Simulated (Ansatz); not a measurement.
```xyz
6

C     0.7887   -1.8699   -0.7225
C     0.3006   -0.7538   -0.6229
Mg   -0.5515    1.2055   -0.4448
H    -2.1510    1.4989   -1.1724
H     1.2132   -2.8425   -0.8090
H     0.3791    2.4521    0.4235
```

Geometry: B3LYP-D4/def2-TZVPD.

Method: isolated molecule in a Gaussian basis; Kohn-Sham density functional theory, functional PBE0 in Ansatz.

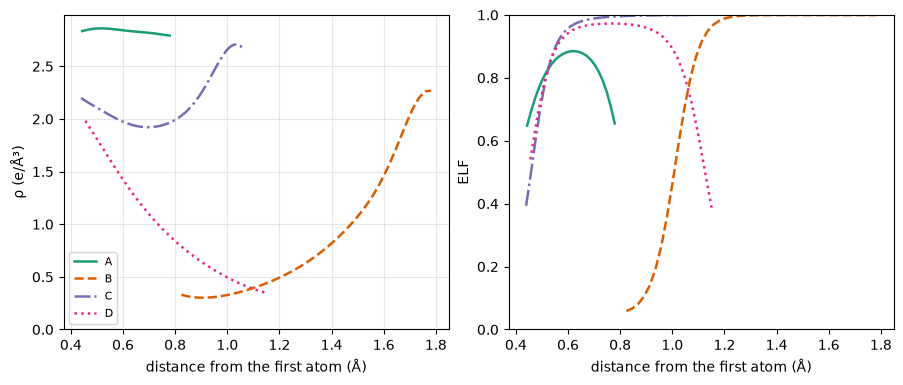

C$_{2}$H$_{3}$Mg (charge −1). Total electron density and ELF along straight lines between neighbouring atoms. The curves leave out the atomic cores.

Q: Which curve belongs to which contact (C–C, C–H, C–Mg and Mg–H)? The first atom named is at distance zero.

A: Curve A: C–C (1.22 Å): ρ at the midpoint is about 2.8 e/Å³; the ELF peaks at about 0.90 between the atoms: a multiple bond. Curve B: Mg–H (1.78 Å): ρ at the midpoint is about 0.3 e/Å³; the ELF climbs to about 1 towards the hydrogen. Curve C: C–H (1.06 Å): the density is about 2.1 e/Å³ at the midpoint; the ELF climbs to about 1 towards the hydrogen: an ordinary covalent bond to hydrogen. Curve D: C–Mg (2.14 Å): ρ is about 0.41 e/Å³ halfway; the ELF peaks at about 1 in the valence shell of C, 0.8 Å from its nucleus, and is about 0.75 at the midpoint.
